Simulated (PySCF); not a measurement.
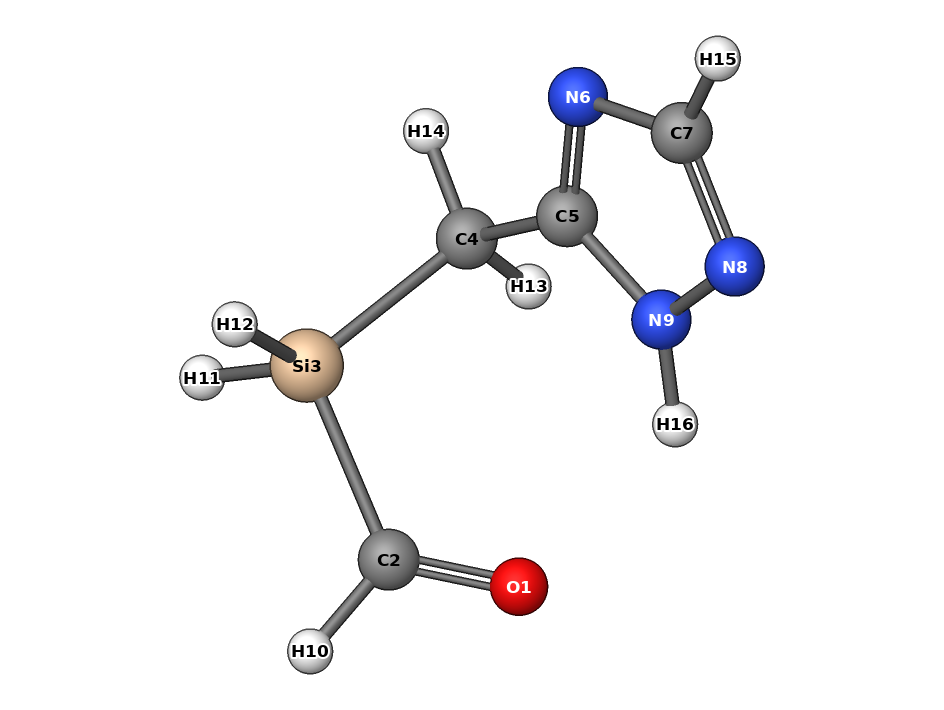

The questions are on isotropic NMR shieldings of the H atoms. The geometry was computed by an optimisation with GFN2-xTB. No frequency run is at hand to confirm it as a minimum. Properties computed with GIAO PBE0/pcSseg-1 NMR shielding, non-relativistic, gas phase (PySCF 2.14.0).

**Which H atom is the most shielded (lowest chemical shift)?**

H13 (29.14 ppm).

**Which H atom is the least shielded (highest chemical shift)?**

H10 (19.33 ppm).

**How wide is the range of H shifts?**

9.81 ppm.

Give the isotropic NMR shieldings of the H atoms atom by atom.

```tsv
atom	σ (ppm)
H10	19.33
H11	27.15
H12	27.42
H13	29.14
H14	28.97
H15	24.00
H16	20.41
```

The geometry is semi-empirical. Around Si such bond lengths and angles can be off by a tenth of an ångström or more and by several degrees, and values that hang on the shape move with them.
